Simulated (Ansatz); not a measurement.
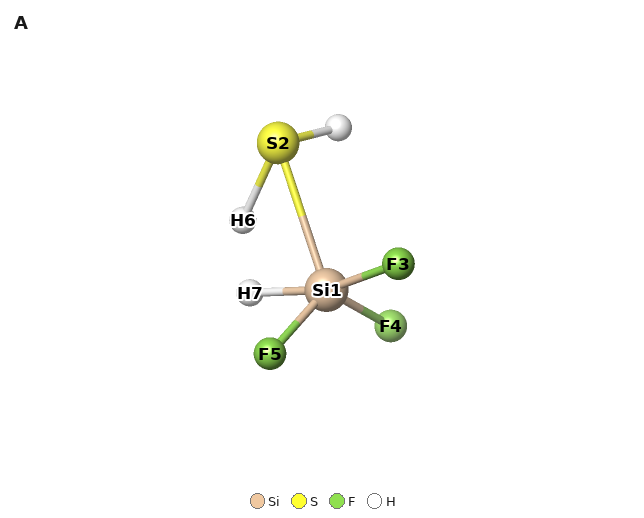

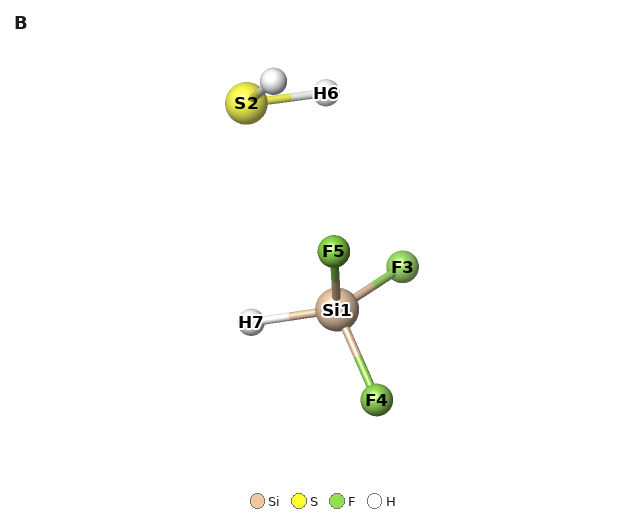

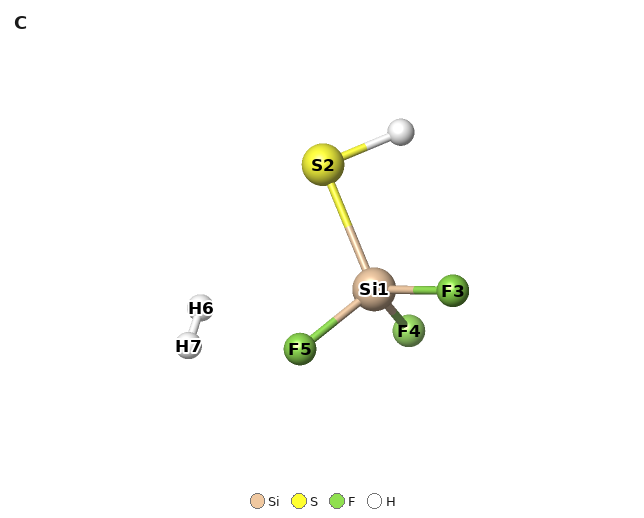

Three stationary points along one reaction path, in mixed order. Sticks follow a distance rule, so a partial bond may show as a full stick or not at all. Charge 0, singlet. Geometries: PBE0-D4/def2-TZVP; all other levels are single points on them, and energies count from the start as drawn. Program: Ansatz 0.2.0. In CBS estimates cores are frozen, and CCSD(T) − MP2 is taken in the smaller basis.

Which panel shows the transition state?

A.

Which bonds form and which break from C to B?

Formed: Si1–H7, S2–H6; broken: Si1–S2, H6–H7. At the saddle point Si1···H7 is 1.63 Å, S2···H6 is 1.55 Å, Si1···S2 is 2.38 Å, H6···H7 is 1.14 Å.

Give the electronic barrier and the reaction energy from C to B in eV (no zero-point energy) with CCSD(T)/CBS (MP2 limit from def2-TZVPP and def2-QZVPP plus CCSD(T) − MP2); RHF-CCSD(T) (frozen core)/def2-SVP; PBE-D4/def2-SVP; CAM-B3LYP-D4/def2-TZVPP; B3LYP-D4/6-31G; direct RPA on PBE orbitals (frozen core)/def2-TZVPP.

```json
{"level": "CCSD(T)/CBS (MP2 limit from def2-TZVPP and def2-QZVPP plus CCSD(T) − MP2)", "barrier": "2.588", "reaction energy": "+0.264"}
{"level": "RHF-CCSD(T) (frozen core)/def2-SVP", "barrier": "2.571", "reaction energy": "+0.036"}
{"level": "PBE-D4/def2-SVP", "barrier": "1.975", "reaction energy": "+0.207"}
{"level": "CAM-B3LYP-D4/def2-TZVPP", "barrier": "2.537", "reaction energy": "+0.184"}
{"level": "B3LYP-D4/6-31G", "barrier": "2.650", "reaction energy": "+0.013"}
{"level": "direct RPA on PBE orbitals (frozen core)/def2-TZVPP", "barrier": "2.578", "reaction energy": "+0.179"}
```
